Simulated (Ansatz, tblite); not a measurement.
# Ge6Cl6 prismane (Ge₆Cl₆): rung by rung

Aim: run the singlet of Ge6Cl6 prismane (Ge₆Cl₆) at one geometry on many levels, and compare frontier levels, spin and run time.

Program: Ansatz 0.2.0, Gaussian basis. Level of theory: as each input shows. These are calculated values, not measurements.

Plan: GFN1-xTB, GFN2-xTB, PBE-D4/def2-SVP, r2SCAN-D4/def2-SVP, HF/6-31G, B3LYP-D4/6-31G.

5 further runs of the same task are left out: 4 that didn't finish, 1 set aside as unsound or not needed.

## Step 1: The relaxed structure

The singlet was relaxed beforehand with PBE-D4/def2-SVP.

12 atoms, charge 0, spin multiplicity 1.

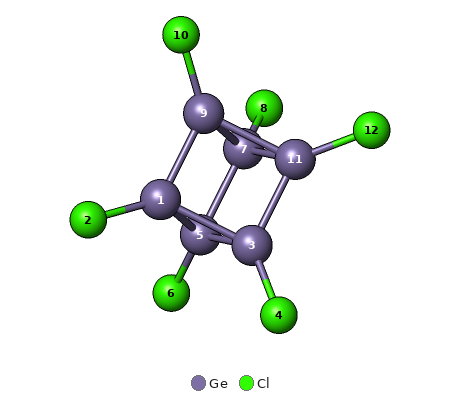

The geometry (germanium purple, chlorine green); atoms are numbered from 1 in the order of the file.

PBE0-D4/def2-SVP was run before; its log isn't repeated, and its numbers join the tables.

## Step 2: GFN1-xTB

Tight binding, by tblite at 300 K electronic temperature and without a spin-polarisation term:

```python
tblite.interface.Calculator('GFN1-xTB', numbers, positions, charge=0, uhf=0).singlepoint()
```

Energy -975.6965 eV, HOMO -10.36 eV, LUMO -7.62 eV; 0.044 s.

## Step 3: GFN2-xTB

Tight binding, by tblite at 300 K electronic temperature and without a spin-polarisation term:

```python
tblite.interface.Calculator('GFN2-xTB', numbers, positions, charge=0, uhf=0).singlepoint()
```

Energy -1070.5749 eV, HOMO -9.94 eV, LUMO -7.47 eV; 0.058 s.

## Step 4: PBE-D4/def2-SVP

start.molden holds the orbitals of an earlier run on this state, given as this run's starting guess.

The input, in.yaml:

```yaml
crystal:
  periodic: [false, false, false]
  atoms:
    - {symbol: Ge, position_ang: [0.503800, 1.280843, -1.419903]}
    - {symbol: Cl, position_ang: [1.035361, 2.749797, -2.964782]}
    - {symbol: Ge, position_ang: [0.463058, 1.490739, 1.215958]}
    - {symbol: Cl, position_ang: [0.951978, 3.187756, 2.523056]}
    - {symbol: Ge, position_ang: [-1.755939, 0.906996, -0.100011]}
    - {symbol: Cl, position_ang: [-3.675793, 1.968785, -0.218072]}
    - {symbol: Ge, position_ang: [-1.231120, -1.545419, 0.104095]}
    - {symbol: Cl, position_ang: [-2.548213, -3.299700, 0.225703]}
    - {symbol: Ge, position_ang: [1.029344, -1.171856, -1.217621]}
    - {symbol: Cl, position_ang: [2.166594, -2.519966, -2.527892]}
    - {symbol: Ge, position_ang: [0.986541, -0.962098, 1.418279]}
    - {symbol: Cl, position_ang: [2.074380, -2.085867, 2.961190]}
basis:
  gaussian: {orbitals: def2-SVP, initial_orbitals: start.molden}
hamiltonian: {xc: pbe, dispersion: d4}
scf: {omitted_lower_state_checks: [starts]}
output: {orbitals: {seedname: orbitals}}
```

Command:

```bash
$ ansatz run in.yaml --threads 6 --pin off --events-out ev --progress --plain --max-ram 7833MiB
```

The log of the run:

```text
Functional definition: PBE
  name "PBE"
  cite "Perdew, Burke & Ernzerhof, Phys. Rev. Lett. 77, 3865 (1996) doi:10.1103/PhysRevLett.77.3865"
  parent pbe
  parameter kappa = 0.804
  parameter beta = 0.06672455060314922
  exchange = pbe_x(kappa = kappa, mu = beta*pi^2/3)
  correlation = pbe_c(beta = beta)
these checks for a lower state are left out or cut short: starts
3276 factors; their error is unknown
mean field evaluation 1: about -414107.2020 eV, gradient 1.5e1 eV
mean field evaluation 2: about -414107.5705 eV, gradient 4.0e-1 eV
mean field evaluation 4: about -414107.3185 eV, gradient 8.7e-2 eV
mean field -414107.31846463 eV, -15218.1632615533 hartree, gradient 1.9e-5 eV, S^2 0.000000; 0 other end points of the search recorded, 0 dependent functions left out
reference -414107.31851450 eV, -15218.1632633861 hartree; 147, 147 occupied and 153, 153 virtual orbitals, 3276 factors
Total energy: -414108.23093592 eV, -15218.1967942546 hartree
Checks for a lower state left out: starts
```

Wall time 3.7 s (6 threads of Intel Xeon Platinum 8488C, shared host); peak memory 0.97 GiB.

Report: HOMO -6.20 eV, LUMO -4.16 eV.

## Step 5: r2SCAN-D4/def2-SVP

Edit in.yaml of step 4 so:

```diff
@@ -17,3 +17,3 @@
   gaussian: {orbitals: def2-SVP, initial_orbitals: start.molden}
-hamiltonian: {xc: pbe, dispersion: d4}
+hamiltonian: {xc: r2scan, dispersion: d4}
 scf: {omitted_lower_state_checks: [starts]}
```

The command is unchanged.

The log of the run:

```text
Functional definition: r2SCAN
  name "r2SCAN"
  cite "Furness, Kaplan, Ning, Perdew & Sun, J. Phys. Chem. Lett. 11, 8208 (2020) doi:10.1021/acs.jpclett.0c02405"
  cite "Furness, Kaplan, Ning, Perdew & Sun, J. Phys. Chem. Lett. 11, 9248 (2020) doi:10.1021/acs.jpclett.0c03077"
  parent r2scan
  parameter k0 = 0.174
  parameter k1 = 0.065
  parameter a1 = 4.9479
  exchange = r2scan_x(k0 = k0, k1 = k1, a1 = a1)
  correlation = r2scan_c
these checks for a lower state are left out or cut short: starts
3276 factors; their error is unknown
mean field evaluation 1: about -414183.5291 eV, gradient 8.8e0 eV
mean field evaluation 2: about -414183.6847 eV, gradient 1.6e-1 eV
mean field evaluation 4: about -414183.4226 eV, gradient 3.4e-4 eV
mean field -414183.42264744 eV, -15220.9600386864 hartree, gradient 1.5e-5 eV, S^2 0.000000; 0 other end points of the search recorded, 0 dependent functions left out
reference -414183.42265952 eV, -15220.9600391300 hartree; 147, 147 occupied and 153, 153 virtual orbitals, 3276 factors
Total energy: -414183.65460867 eV, -15220.9685631044 hartree
Checks for a lower state left out: starts
```

It took 9 s on 6 threads of Intel Xeon Platinum 8488C, shared host; peak memory 1 GiB.

From the report: HOMO -6.54 eV, LUMO -4.20 eV.

## Step 6: HF/6-31G

Edit in.yaml of step 5 so:

```diff
@@ -16,4 +16,4 @@
 basis:
-  gaussian: {orbitals: def2-SVP, initial_orbitals: start.molden}
-hamiltonian: {xc: r2scan, dispersion: d4}
+  gaussian: {orbitals: 6-31G}
+hamiltonian: {xc: hf}
 scf: {omitted_lower_state_checks: [starts]}
```

Same command.

The log of the run:

```text
Functional definition: HF
  name "HF"
  cite "Fock, Z. Phys. 61, 126 (1930) doi:10.1007/BF01340294"
  parent pbe
  exchange = exact_x
  correlation = 0
these checks for a lower state are left out or cut short: starts
2346 factors; integrals over basis functions are off by at most 2.9e-4 eV
mean field evaluation 1: about -413803.2260 eV, gradient 3.3e1 eV
mean field evaluation 2: about -413803.4703 eV, gradient 3.3e1 eV
mean field evaluation 4: about -413808.4666 eV, gradient 3.5e0 eV
mean field evaluation 8: about -413808.6875 eV, gradient 7.9e-1 eV
mean field -413808.69982484 eV, -15207.1892289519 hartree, gradient 1.5e-5 eV, S^2 0.000000; 0 other end points of the search recorded, 0 dependent functions left out
reference -413808.69982484 eV, -15207.1892289519 hartree; 147, 147 occupied and 105, 105 virtual orbitals, 2346 factors
Total energy: -413808.69982484 eV, -15207.1892289519 hartree
Checks for a lower state left out: starts
```

Run time: 8 s. Hardware: 6 threads of Intel Xeon Platinum 8488C, shared host; peak memory 1.5 GiB.

HOMO -9.53 eV, LUMO -1.30 eV.

## Step 7: B3LYP-D4/6-31G

Edit in.yaml of step 6 so:

```diff
@@ -17,3 +17,3 @@
   gaussian: {orbitals: 6-31G}
-hamiltonian: {xc: hf}
+hamiltonian: {xc: {name: B3LYP}, dispersion: d4}
 scf: {omitted_lower_state_checks: [starts]}
```

The command is unchanged.

The log of the run:

```text
Functional definition: B3LYP
  name "B3LYP"
  cite "Stephens, Devlin, Chabalowski & Frisch, J. Phys. Chem. 98, 11623 (1994) doi:10.1021/j100096a001"
  cite "Becke, Phys. Rev. A 38, 3098 (1988) doi:10.1103/PhysRevA.38.3098"
  cite "Lee, Yang & Parr, Phys. Rev. B 37, 785 (1988) doi:10.1103/PhysRevB.37.785"
  cite "Vosko, Wilk & Nusair, Can. J. Phys. 58, 1200 (1980) doi:10.1139/p80-159"
  parameter a0 = 0.2
  parameter ax = 0.72
  parameter ac = 0.81
  exchange = (1 - a0 - ax)*slater_x + ax*b88_x + a0*exact_x
  correlation = (1 - ac)*vwn_rpa_c + ac*lyp_c
these checks for a lower state are left out or cut short: starts
2346 factors; integrals over basis functions are off by at most 2.9e-4 eV
mean field evaluation 1: about -414197.5525 eV, gradient 3.4e1 eV
mean field evaluation 2: about -414189.3046 eV, gradient 6.4e1 eV
mean field evaluation 4: about -414200.4713 eV, gradient 1.7e0 eV
mean field evaluation 8: about -414200.5540 eV, gradient 6.5e-2 eV
mean field evaluation 16: about -414200.5540 eV, gradient 4.8e-5 eV
mean field -414200.55401996 eV, -15221.5896050143 hartree, gradient 4.8e-5 eV, S^2 0.000000; 0 other end points of the search recorded, 0 dependent functions left out
reference -414200.55444807 eV, -15221.5896207470 hartree; 147, 147 occupied and 105, 105 virtual orbitals, 2346 factors
Total energy: -414202.05155857 eV, -15221.6446385430 hartree
Checks for a lower state left out: starts
```

Run time: 9 s. Hardware: 6 threads of Intel Xeon Platinum 8488C, shared host; peak memory 1.6 GiB.

HOMO -7.38 eV, LUMO -3.96 eV.

## Step 8: Comparison

| level | functions | HOMO (eV) | LUMO (eV) | gap (eV) | time |
| --- | --- | --- | --- | --- | --- |
| HF/6-31G | 252 | -9.53 | -1.30 | 8.22 | 8 s |
| PBE-D4/def2-SVP | 300 | -6.20 | -4.16 | 2.03 | 3.7 s |
| r2SCAN-D4/def2-SVP | 300 | -6.54 | -4.20 | 2.34 | 9 s |
| B3LYP-D4/6-31G | 252 | -7.38 | -3.96 | 3.43 | 9 s |
| PBE0-D4/def2-SVP | 300 | -7.15 | -3.65 | 3.51 | 15 s |

## Step 9: Binding energy

Free atoms were run apart at each level; binding is atoms less cluster, divided by the number of atoms, without zero-point or spin-orbit terms.

| level | binding an atom (eV) |
| --- | --- |
| HF/6-31G | 1.352 |
| PBE-D4/def2-SVP | 3.103 |
| r2SCAN-D4/def2-SVP | 2.994 |
| B3LYP-D4/6-31G | 2.619 |
| PBE0-D4/def2-SVP | 2.957 |

## Step 10: Results

```
                                                quantity                                value
gap in def2-SVP, named functionals, smallest and largest  2.03 eV (PBE-D4), 3.51 eV (PBE0-D4)
                binding an atom, functionals in def2-SVP   2.96 (PBE0-D4) to 3.10 eV (PBE-D4)
```

What this shows: Orbital gaps of the named functionals in def2-SVP span 2.03 eV (PBE-D4) to 3.51 eV (PBE0-D4); exact exchange widens it.

The slowest run with a step of its own, r2SCAN-D4/def2-SVP, took 9 s; the quickest functional in def2-SVP took 3.7 s (shared host).
